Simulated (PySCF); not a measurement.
# MoH4: relaxation and vibrations of the triplet

The task is one start of a wider search on MoH4: the triplet, from a PBE0 minimum start. It is relaxed, tested by its Hessian and followed downhill if it is a saddle.

Computed with PySCF 2.14.0. Level: PBE0, basis Mo def2-TZVP with ECP28, H def2-TZVP, scalar-relativistic core potentials, no spin–orbit coupling, density fitting.

### 1 Where the work starts

5 atoms, charge 0, spin multiplicity 3.

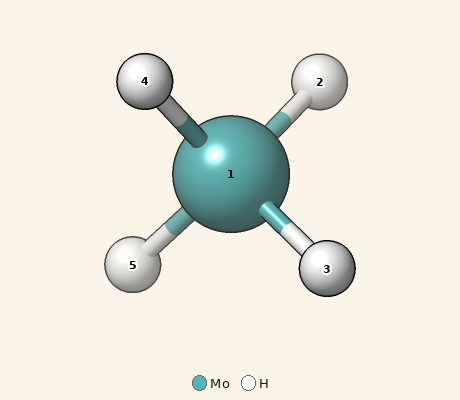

The starting geometry (molybdenum teal, hydrogen white); atoms are numbered from 1 in the order of the file.

```xyz
5
charge 0 multiplicity 3
Mo    0.0000    0.0000    0.0000
H     1.3765    0.0000    0.9733
H    -1.3765    0.0000    0.9733
H     0.0000    1.3765   -0.9733
H     0.0000   -1.3765   -0.9734
```

### 2 First SCF at the start

The steps below are one call of a driver around PySCF. For each, scf.py gives the equivalent set-up of the SCF; relaxations use the driver's own optimiser. After this first run the driver tries any further starts and a stability analysis.

scf.py reads:

```python
from pyscf import gto, scf, dft
mol = gto.M(atom='''
Mo    -0.000000    -0.000000    -0.000000
H      1.376498    -0.000042     0.973331
H     -1.376498    -0.000000     0.973331
H      0.000021     1.376519    -0.973302
H     -0.000021    -1.376477    -0.973361''',
    basis={'Mo': 'def2-TZVP', 'H': 'def2-TZVP'},
    ecp={'Mo': 'def2-TZVP'},
    charge=0, spin=2)
mf = dft.UKS(mol, xc='PBE0')
mf.grids.atom_grid = (50, 194)
aux = {'Mo': 'def2-universal-JKFIT', 'H': 'def2-universal-JKFIT'}
mf = mf.density_fit(auxbasis=aux)
mf.conv_tol = 1e-08
mf.diis_space = 10
mf.max_cycle = 60
mf.init_guess = 'minao'
mf.verbose = 4
mf.kernel()
```

On the command line:

```sh
$ OMP_NUM_THREADS=2 python axn.py task.json out
```

The log of the run:

```text
init E= -63.7492078922158
[... the frontier-level lines of each cycle are left out ...]
cycle= 1 E= -70.3584298033166  delta_E= -6.61  |g|= 0.451  |ddm|=  2.5
cycle= 2 E= -70.1405054115749  delta_E= 0.218  |g|= 0.776  |ddm|= 0.992
cycle= 3 E= -70.4719841015599  delta_E= -0.331  |g|= 0.0152  |ddm|= 0.684
cycle= 4 E= -70.472591213153  delta_E= -0.000607  |g|= 0.0134  |ddm|= 0.0387
cycle= 5 E= -70.4728319124131  delta_E= -0.000241  |g|= 0.0038  |ddm|= 0.0222
cycle= 6 E= -70.4729070642171  delta_E= -7.52e-05  |g|= 0.00234  |ddm|= 0.0178
cycle= 7 E= -70.4729158768791  delta_E= -8.81e-06  |g|= 8.9e-05  |ddm|= 0.00698
cycle= 8 E= -70.4729158885711  delta_E= -1.17e-08  |g|= 8.32e-06  |ddm|= 0.00029
cycle= 9 E= -70.4729158886849  delta_E= -1.14e-10  |g|= 1.76e-06  |ddm|= 2.46e-05
Extra cycle  E= -70.4729158886834  delta_E= 1.45e-12  |g|= 3.14e-06  |ddm|= 4.77e-06
converged SCF energy = -70.4729158886834  <S^2> = 2.0302353  2S+1 = 3.0200896
```

This step, with its further starts and checks, took 9.7 s on 2 threads of Arm Neoverse N1, shared host.

The starts that the driver tried:

| start | energy (Eh) |
| --- | --- |
| the minimal-basis guess | -70.472916 |
| a thermally smeared density | -70.472916 |
| a smeared PBE density | -70.472916 |

The test of internal stability and the other starts found no lower solution of this spin.

### 3 Relaxation: PBE0 minimum start, triplet

The program finds Td symmetry in the start, which this walk keeps. Threshold on the gradient: 0.0003 Eh/bohr, with a further test on the energy change.

scf.py: that of step 2 with these lines changed.

```diff
@@ -3 +3 @@
-Mo    -0.000000    -0.000000    -0.000000
+Mo    -0.000000    -0.000000     0.000000
@@ -5 +5 @@
-H     -1.376498    -0.000000     0.973331
+H     -1.376498     0.000000     0.973331
@@ -18 +17,0 @@
-mf.init_guess = 'minao'
```

The optimiser's trace:

| step | energy (Eh) | change (kJ/mol) | largest symmetric gradient (Eh/bohr) |
| --- | --- | --- | --- |
| 0 | -70.472916 | 0.00 | 0.00004 |

The walk took 1.5 s.

End point (Td, 0 steps, 0.0 kJ/mol gained): Mo–H 1.686 Å (×4); H–Mo–H 109.5° (×6).

### 4 Hessian and properties

The point is checked on the finer grid, and tightened if its gradient asks for it. The Hessian and the dipole derivatives come from central differences of analytic gradients, with steps of 0.02 bohr.

scf.py: that of step 3 with these lines changed.

```diff
@@ -3 +3 @@
-Mo    -0.000000    -0.000000     0.000000
+Mo     0.000000     0.000000    -0.000000
@@ -12 +12 @@
-mf.grids.atom_grid = (50, 194)
+mf.grids.atom_grid = (75, 302)
@@ -15 +15 @@
-mf.conv_tol = 1e-08
+mf.conv_tol = 1e-10
```

This SCF starts from the last density.

SCF at the final geometry:

```text
init E= -70.4729252183572
[... the frontier-level lines of each cycle are left out ...]
cycle= 1 E= -70.4729252183575  delta_E= -3.13e-13  |g|= 3.53e-07  |ddm|= 6.22e-07
Extra cycle  E= -70.4729252183574  delta_E= 1.42e-13  |g|= 4.52e-07  |ddm|= 6.25e-07
converged SCF energy = -70.4729252183574  <S^2> = 2.0302489  2S+1 = 3.0200986
```

The whole step took 23 s.

Geometry: Td; Mo–H 1.686 Å (×4); H–Mo–H 109.5° (×6).

Harmonic modes (main isotopes):

| symmetry | ω (cm⁻¹) | IR (km/mol) |
| --- | --- | --- |
| t2 | 551 | 487 |
| e | 721 | 0.0 |
| t2 | 1921 | 807 |
| a1 | 1963 | 0.0 |

No imaginary mode, so this is a minimum.

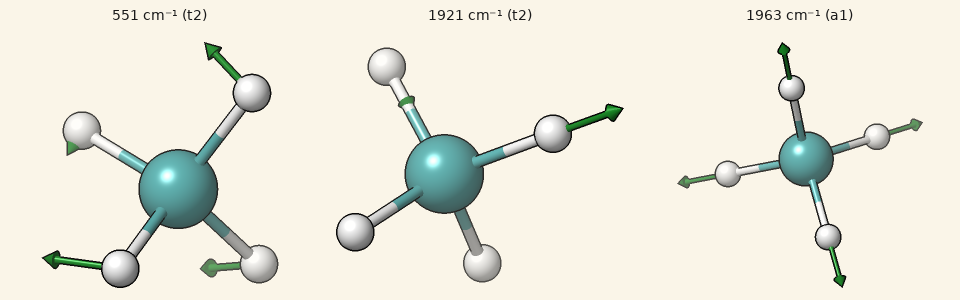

Displacements of 3 of the modes, as arrows (one member where a mode is degenerate).

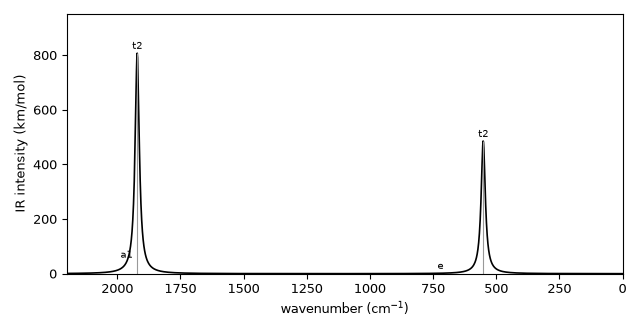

The harmonic infrared spectrum (widths in cm⁻¹). Lines are broadened to a width of 20 cm⁻¹ (Lorentzian).

Properties at this point:

* Dipole moment: 0.00 D
* Highest occupied level: -7.28 eV
* Lowest empty level: -2.22 eV
* Rotational constants: 2.207, 2.207, 2.207 cm⁻¹
* Zero-point energy: 64.7 kJ/mol
* Principal polarisabilities: 47.3, 47.3, 47.3 bohr³
* Atomisation energy without zero-point energy: 957 kJ/mol
* Principal traceless quadrupole moments about the centre of mass: 0.00, 0.00, 0.00 D Å
* Entropy at 298.15 K and 1 bar (electronic part: spin only): 238.1 J/(mol K)
* Heat capacity Cp at 298.15 K: 54.4 J/(mol K)
* Enthalpy at 298.15 K above 0 K: 11.96 kJ/mol
* Rotational symmetry number: 12
* Spin squared ⟨S²⟩: 2.030

Charges (e) and bond orders:

```
    atom  Mulliken  Löwdin  polar tensor  spin (Mulliken)  Mayer order to Mo1
     Mo1      0.43    0.21          1.26             2.42                   –
H2,3,4,5     -0.11   -0.05         -0.32            -0.11                0.97
```

Mulliken populations on Mo1 (outside its core potential): s 2.74, p 6.29, d 4.53, f 0.01.

### 5 Outcome

| quantity | value |
| --- | --- |
| minimum | triplet, Td |
| geometry | Mo–H 1.686 Å (×4); H–Mo–H 109.5° (×6) |
| wavenumbers (cm⁻¹) | 551 (t2), 721 (e), 1921 (t2), 1963 (a1) |
| dipole moment | 0.00 D |
| highest occupied, lowest empty level (either spin) | -7.28, -2.22 eV |
| polar-tensor charge of Mo1 | +1.26 e |
| zero-point energy | 64.7 kJ/mol |
| entropy at 298.15 K | 238.1 J/(mol K) |
| atomisation energy (no zero-point energy) | 957 kJ/mol |
| ⟨S²⟩ | 2.030 |

In words: The molecule stays Td, as typed, and the end point is a minimum. The strongest infrared band lies at 1921 cm⁻¹ (t2, stretch). Mo1 has a polar-tensor charge of +1.3 e (a dipole derivative, not a static charge), yet symmetry cancels the bond dipoles. Most of the spin sits on Mo1 (Mulliken spin 2.42, against 2 for the whole molecule). Other starts or spin states, not run here, may lie lower. Open d and f shells are described by one determinant, and the ground state may have another occupation or spin.

The search up to here took 34 s.
